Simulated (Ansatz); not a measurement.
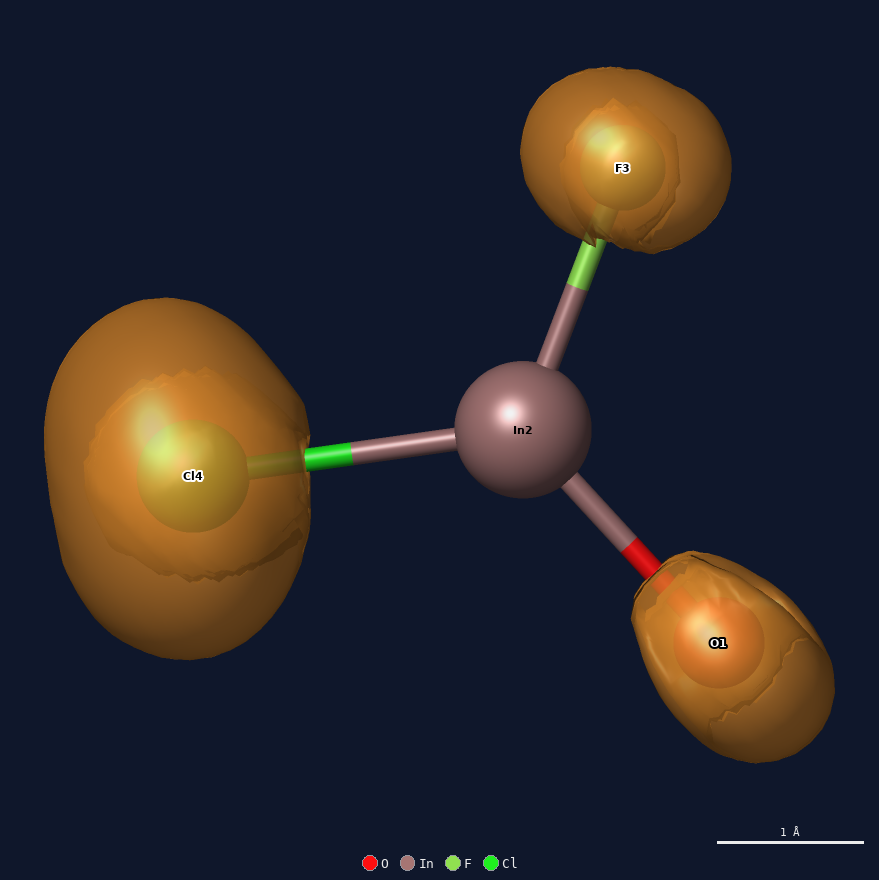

Figure. ClFInO (SMILES [O][In]([F])[Cl]) (doublet). Isosurface of the electron localisation function at 0.8 (orange), seen across its widest extent. Core shells and regions of very low density are left out.

Geometry: PBE0-D4/def2-TZVP; core potentials replace the inner electrons of In.

The calculation used UKS PBE0-D4/def2-TZVPP in Ansatz.

Question: Identify the bonds, lone pairs and shells in this picture.

Answer: The surface consists of one region wrapped around Cl (its valence shell), one region wrapped around F (its valence shell) and one region wrapped around O (its valence shell).

Values along the shortest contacts:
In–F (1.93 Å): the ELF peaks at about 0.80 in the valence shell of F, 0.5 Å from its nucleus, and drops to about 0.15 between the two atoms. In–O (1.99 Å): the ELF peaks at about 0.85 in the valence shell of O, 0.5 Å from its nucleus, and drops to about 0.15 between the two atoms.
